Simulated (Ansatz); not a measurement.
**Molecular dynamics of AlNH4Cl2 (part 2 of 2)**

AlNH4Cl2; RKS PBE0-D4/6-31G* (Ansatz 0.2.0). It belongs to a series of runs on one base structure; here: dynamics from the highest image of the converged band.

Geometry of the input (Å):
```
Al 0.0748  -0.6168  0.0862
N  0.1131  -0.2122  2.0879
H  -0.7735  0.1553  2.4307
H  0.8417  0.4710  2.2942
Cl 1.8121  0.4814  -0.5019
H  -1.3295  -0.0769  -0.4048
Cl 0.3360  -2.7369  0.1800
H  0.3237  -1.0648  2.6067
```

**Output, continued**
```
md step    78: t =    39.00 fs  T =    40.3 K  F+E_penalty+E_count = -33188.09241722 eV  E_kin = 0.031273 eV  conserved = -33188.06114455 eV  (22 SCF iters)
these checks for a lower state are left out or cut short: starts, cluster_reference, orbital_swaps, neighbouring_geometries, increment
849 factors; integrals over basis functions are off by at most 3.5e-4 eV
mean field -33187.93181065 eV, -1219.6339984534 hartree, gradient 1.6e-5 eV, S^2 0.000000; 0 other end points of the search recorded, 0 dependent functions left out
the calculation of the forces begins
reference -33187.93184096 eV, -1219.6339995670 hartree; 29, 29 occupied and 51, 51 virtual orbitals, 849 factors
849 factors; integrals over basis functions are off by at most 3.5e-4 eV
mean field evaluation 544: about -33187.9318 eV, gradient 7.5e-5 eV
mean field -33187.93181065 eV, -1219.6339984534 hartree, gradient 1.6e-5 eV, S^2 0.000000; 1 other end points of the search recorded, 0 dependent functions left out
the calculation of the forces begins
reference -33187.93184096 eV, -1219.6339995670 hartree; 29, 29 occupied and 51, 51 virtual orbitals, 849 factors
md step    79: t =    39.50 fs  T =    41.4 K  F+E_penalty+E_count = -33188.09325225 eV  E_kin = 0.032088 eV  conserved = -33188.06116445 eV  (25 SCF iters)
```

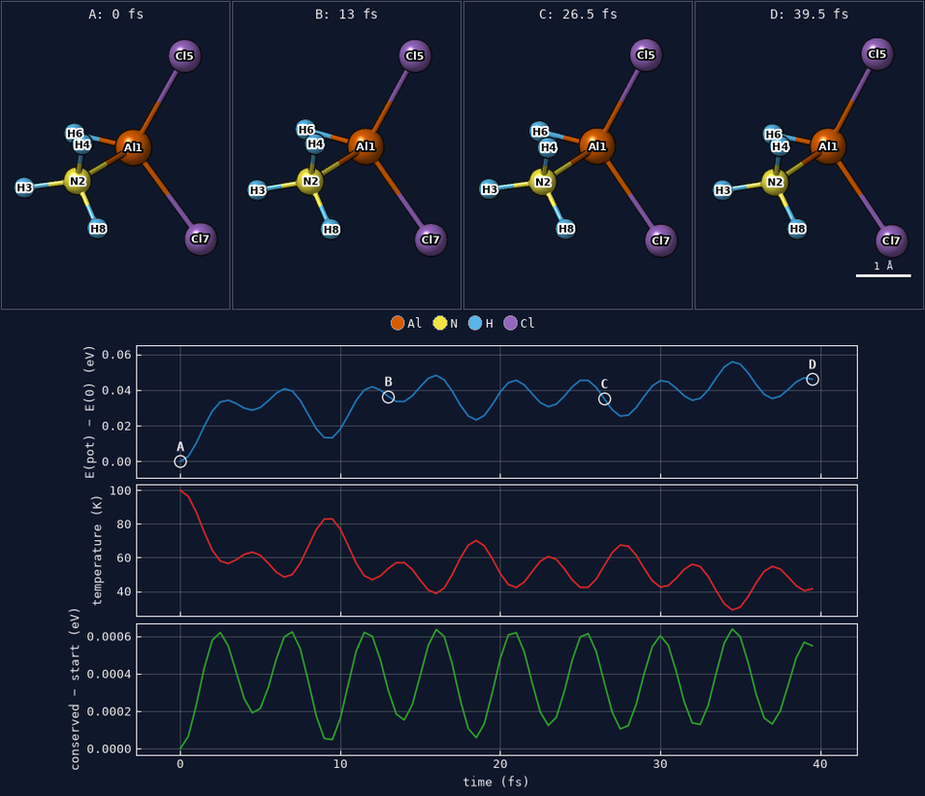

Figure 1. Frames of the molecular dynamics (ball-and-stick, seen at a tilt) above the curves, on which the letters mark them. The trajectory kept here has 80 frames over 39.5 fs. The temperature starts at 100 K, ranges from 29 to 100 K and averages 49 K over the second half. The potential energy ends 0.046 eV above its first value. The conserved quantity stays within 0.00064 eV. After an unweighted best fit of the last frame on the first, the root-mean-square displacement is 0.07 Å, and Cl7 has moved furthest (0.13 Å).

```
Total energy: -33188.09328255 eV, -1219.6399324362 hartree
Atom 0 at     0.076636    -0.621118     0.039020 Å, force     0.543535    -0.054610     0.198335 eV/Å
Atom 1 at     0.146455    -0.287775     2.050674 Å, force     0.961527     0.923682    -0.390726 eV/Å
Atom 2 at    -0.726385     0.055270     2.408907 Å, force    -0.573512     0.230911     0.343909 eV/Å
Atom 3 at     0.892767     0.396637     2.283567 Å, force    -0.600855    -0.527364    -0.171018 eV/Å
Atom 4 at     1.822200     0.527918    -0.494766 Å, force    -0.201866    -0.175784    -0.001984 eV/Å
Atom 5 at    -1.310443    -0.147814    -0.481623 Å, force    -0.311740     0.193700    -0.112082 eV/Å
Atom 6 at     0.306820    -2.740514     0.229593 Å, force     0.083758    -0.126230    -0.156663 eV/Å
Atom 7 at     0.364621    -1.162536     2.500149 Å, force     0.099154    -0.464304     0.290228 eV/Å
Dipole moment:    -0.335392     0.397501     1.208777 e Å
```

**Trajectory as extended XYZ (Å, eV, eV/Å), 12 of the 80 frames kept, from step=0 to step=79**
```
8
Properties=species:S:1:pos:R:3:forces:R:3 step=0 time_fs=0.0 energy=-33188.13927 temperature=100.0
Al    0.0748   -0.6168    0.0862   -0.0013   0.0005   0.0006
N     0.1131   -0.2122    2.0879   -0.0012  -0.0008   0.0010
H    -0.7735    0.1553    2.4307    0.0008  -0.0020  -0.0006
H     0.8417    0.4710    2.2942   -0.0004   0.0006  -0.0020
Cl    1.8121    0.4814   -0.5019    0.0024   0.0003   0.0005
H    -1.3295   -0.0769   -0.4048   -0.0008   0.0003  -0.0002
Cl    0.3360   -2.7369    0.1800   -0.0005  -0.0005  -0.0004
H     0.3237   -1.0648    2.6067    0.0011   0.0015   0.0010
8
Properties=species:S:1:pos:R:3:forces:R:3 step=7 time_fs=3.5 energy=-33188.10684 temperature=58.7
Al    0.0790   -0.6154    0.0785    0.2947  -0.1657   0.1840
N     0.1119   -0.2212    2.0808    1.1873   0.6343   0.0366
H    -0.7530    0.1559    2.4380   -0.4242   0.0360   0.2031
H     0.8644    0.4481    2.3225   -0.5214  -0.1916  -0.3795
Cl    1.8087    0.4840   -0.4996    0.1298   0.0447  -0.0452
H    -1.2891   -0.0652   -0.4043   -0.4162   0.1268  -0.1468
Cl    0.3332   -2.7370    0.1857    0.0017   0.0045  -0.0216
H     0.3613   -1.0562    2.5944   -0.2517  -0.4890   0.1696
8
Properties=species:S:1:pos:R:3:forces:R:3 step=14 time_fs=7.0 energy=-33188.09982 temperature=49.9
Al    0.0844   -0.6145    0.0716   -0.0422  -0.0997   0.1615
N     0.1179   -0.2267    2.0745   -0.6281  -0.7458   0.6974
H    -0.7645    0.1542    2.4605    0.5400  -0.3937  -0.2703
H     0.8467    0.4180    2.3154    0.5719   0.7584  -0.0296
Cl    1.8057    0.4867   -0.4975    0.2386   0.0873  -0.0801
H    -1.2907   -0.0413   -0.4186   -0.2044   0.0106  -0.0725
Cl    0.3304   -2.7370    0.1913    0.0007   0.0042  -0.0442
H     0.3684   -1.0881    2.5929   -0.4764   0.3787  -0.3621
8
Properties=species:S:1:pos:R:3:forces:R:3 step=22 time_fs=11.0 energy=-33188.10507 temperature=56.6
Al    0.0900   -0.6140    0.0645   -0.6373   0.0765   0.0425
N     0.1227   -0.2370    2.0730    0.8808   0.7237  -0.1733
H    -0.7352    0.1141    2.4609   -0.6327   0.3096   0.1011
H     0.8684    0.4512    2.2930   -0.5013  -0.5697  -0.1534
Cl    1.8033    0.4902   -0.4954    0.3317   0.1320  -0.1118
H    -1.3161   -0.0150   -0.4432    0.2844  -0.2139   0.1065
Cl    0.3272   -2.7371    0.1976   -0.0019   0.0075  -0.0650
H     0.3243   -1.0976    2.5576    0.2763  -0.4657   0.2535
8
Properties=species:S:1:pos:R:3:forces:R:3 step=29 time_fs=14.5 energy=-33188.10257 temperature=53.0
Al    0.0922   -0.6133    0.0585   -0.6611   0.0369   0.0964
N     0.1311   -0.2425    2.0716   -0.8965  -0.4200   0.0550
H    -0.7544    0.1014    2.4609    0.2637   0.0601  -0.2635
H     0.8540    0.4393    2.2620    0.3237   0.0346   0.2810
Cl    1.8024    0.4937   -0.4940    0.3742   0.1520  -0.1259
H    -1.3095   -0.0156   -0.4538    0.2516  -0.2039   0.0963
Cl    0.3243   -2.7371    0.2029    0.0018  -0.0045  -0.0826
H     0.3079   -1.1368    2.5423    0.3426   0.3448  -0.0567
8
Properties=species:S:1:pos:R:3:forces:R:3 step=36 time_fs=18.0 energy=-33188.11383 temperature=67.3
Al    0.0917   -0.6125    0.0531   -0.1968  -0.1717   0.2771
N     0.1337   -0.2505    2.0701   -0.5587  -0.3267  -0.1729
H    -0.7557    0.0992    2.4374    0.2429   0.0036  -0.0752
H     0.8665    0.4244    2.2587    0.1749   0.0475   0.2472
Cl    1.8027    0.4976   -0.4930    0.3778   0.1505  -0.1334
H    -1.2777   -0.0383   -0.4547   -0.1961  -0.0034  -0.0616
Cl    0.3215   -2.7371    0.2078    0.0136  -0.0174  -0.0986
H     0.3297   -1.1470    2.5260    0.1424   0.3177   0.0173
8
Properties=species:S:1:pos:R:3:forces:R:3 step=43 time_fs=21.5 energy=-33188.09644 temperature=45.4
Al    0.0903   -0.6125    0.0488    0.1251  -0.2839   0.3554
N     0.1329   -0.2604    2.0668    1.1584   0.7534  -0.6116
H    -0.7393    0.1010    2.4091   -0.5021   0.1434   0.3978
H     0.8929    0.4110    2.2809   -0.6184  -0.3599  -0.1296
Cl    1.8042    0.5021   -0.4924    0.3346   0.1263  -0.1328
H    -1.2668   -0.0621   -0.4620   -0.4290   0.1188  -0.1357
Cl    0.3188   -2.7372    0.2125    0.0292  -0.0282  -0.1136
H     0.3687   -1.1306    2.5160   -0.0979  -0.4699   0.3700
8
Properties=species:S:1:pos:R:3:forces:R:3 step=50 time_fs=25.0 energy=-33188.09388 temperature=42.2
Al    0.0892   -0.6135    0.0459   -0.1578  -0.1379   0.1903
N     0.1385   -0.2662    2.0596   -0.6653  -0.6406   0.2118
H    -0.7565    0.1096    2.4159    0.5971  -0.4123  -0.0361
H     0.8710    0.3750    2.2953    0.5164   0.7692   0.0752
Cl    1.8069    0.5070   -0.4923    0.2442   0.0801  -0.1167
H    -1.2994   -0.0746   -0.4827   -0.0312  -0.0037   0.0242
Cl    0.3161   -2.7373    0.2168    0.0422  -0.0490  -0.1292
H     0.3924   -1.1471    2.5370   -0.5457   0.3943  -0.2195
8
Properties=species:S:1:pos:R:3:forces:R:3 step=57 time_fs=28.5 energy=-33188.10909 temperature=61.4
Al    0.0875   -0.6152    0.0439   -0.4246   0.0125   0.0030
N     0.1417   -0.2749    2.0535    0.6382   0.6086   0.1797
H    -0.7288    0.0825    2.4262   -0.3284   0.0721   0.1182
H     0.8805    0.3996    2.3101   -0.3714  -0.2708  -0.2717
Cl    1.8103    0.5122   -0.4925    0.1313   0.0247  -0.0920
H    -1.3360   -0.0873   -0.5007    0.3589  -0.1110   0.1750
Cl    0.3135   -2.7377    0.2206    0.0501  -0.0640  -0.1387
H     0.3629   -1.1365    2.5427   -0.0541  -0.2720   0.0266
8
Properties=species:S:1:pos:R:3:forces:R:3 step=65 time_fs=32.5 energy=-33188.10397 temperature=54.7
Al    0.0834   -0.6171    0.0417   -0.1503  -0.0143   0.0310
N     0.1493   -0.2800    2.0485   -0.6922   0.0617   0.4787
H    -0.7303    0.0579    2.4477    0.0093   0.1231  -0.2577
H     0.8589    0.4044    2.2968    0.2381  -0.0398   0.0230
Cl    1.8148    0.5182   -0.4932   -0.0061  -0.0486  -0.0518
H    -1.3325   -0.1153   -0.4988    0.1920  -0.0123   0.0976
Cl    0.3109   -2.7383    0.2244    0.0600  -0.0930  -0.1459
H     0.3230   -1.1541    2.5484    0.3493   0.0233  -0.1749
8
Properties=species:S:1:pos:R:3:forces:R:3 step=72 time_fs=36.0 energy=-33188.09633 temperature=45.0
Al    0.0792   -0.6189    0.0400    0.4200  -0.1210   0.2003
N     0.1514   -0.2832    2.0479   -1.1028  -0.3356   0.4987
H    -0.7394    0.0533    2.4419    0.3288   0.0141  -0.3064
H     0.8593    0.3985    2.2837    0.4005   0.1206   0.1560
Cl    1.8187    0.5232   -0.4939   -0.1136  -0.1140  -0.0221
H    -1.3070   -0.1410   -0.4854   -0.2874   0.1766  -0.0985
Cl    0.3087   -2.7392    0.2273    0.0724  -0.1192  -0.1507
H     0.3274   -1.1727    2.5362    0.2820   0.3784  -0.2772
8
Properties=species:S:1:pos:R:3:forces:R:3 step=79 time_fs=39.5 energy=-33188.09325 temperature=41.4
Al    0.0766   -0.6211    0.0390    0.5435  -0.0546   0.1983
N     0.1465   -0.2878    2.0507    0.9615   0.9237  -0.3907
H    -0.7264    0.0553    2.4089   -0.5735   0.2309   0.3439
H     0.8928    0.3966    2.2836   -0.6009  -0.5274  -0.1710
Cl    1.8222    0.5279   -0.4948   -0.2019  -0.1758  -0.0020
H    -1.3104   -0.1478   -0.4816   -0.3117   0.1937  -0.1121
Cl    0.3068   -2.7405    0.2296    0.0838  -0.1262  -0.1567
H     0.3646   -1.1625    2.5001    0.0992  -0.4643   0.2902
```

**Key numbers**

```tsv
quantity	value
outcome	finished
mean temperature over the second half	49 K
trajectory	79 steps, 39.5 fs
ensemble	nve
temperature in the input	100.0 K
time step	0.5 fs
potential energy (last step)	−33188.0933 eV
mean-field energy (last step)	−33187.9318 eV
largest force (length of the vector) (last step)	1.389 eV/Å
wall time	5 min
peak memory	0.16 GiB
```

So short a trajectory is not equilibrated.
